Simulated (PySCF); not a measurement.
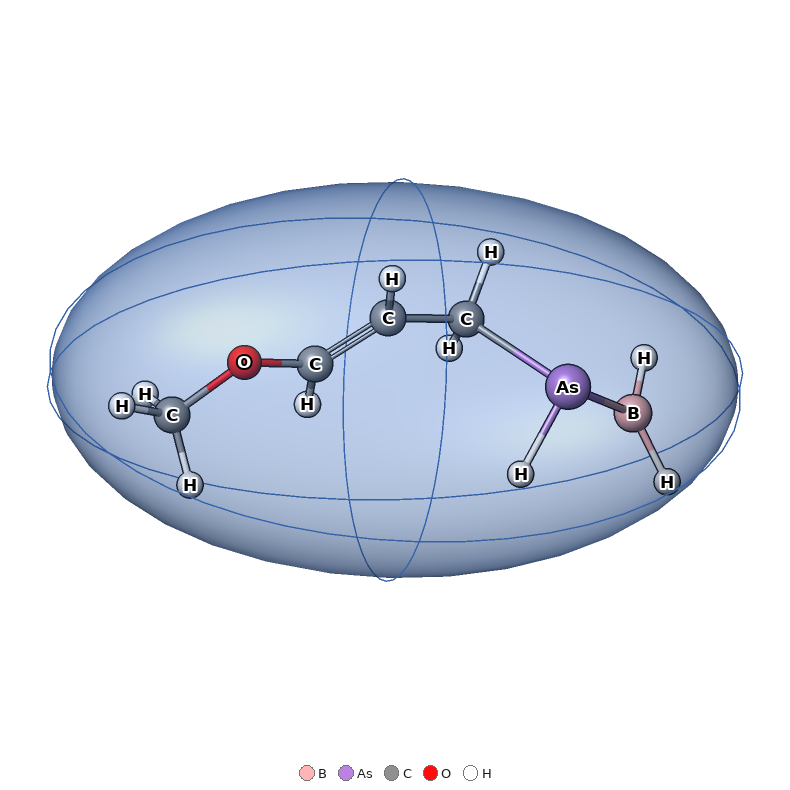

The ellipsoid shows the static dipole polarisability: its half-axes are proportional to the principal values. The geometry was computed by an optimisation with GFN2-xTB. No frequency run is at hand to confirm it as a minimum. Computed with B3LYP/def2-SVPD (PySCF 2.14.0).

How large and how anisotropic is the polarisability?

Answer. Principal values 86.9, 92.1, 156.7 bohr³; mean 111.9 bohr³ (16.58 Å³); anisotropy 67.4 bohr³, so the longest axis is 1.80 times the shortest.

The geometry is semi-empirical. Around As, B such bond lengths and angles can be off by a tenth of an ångström or more and by several degrees, and values that hang on the shape move with them.
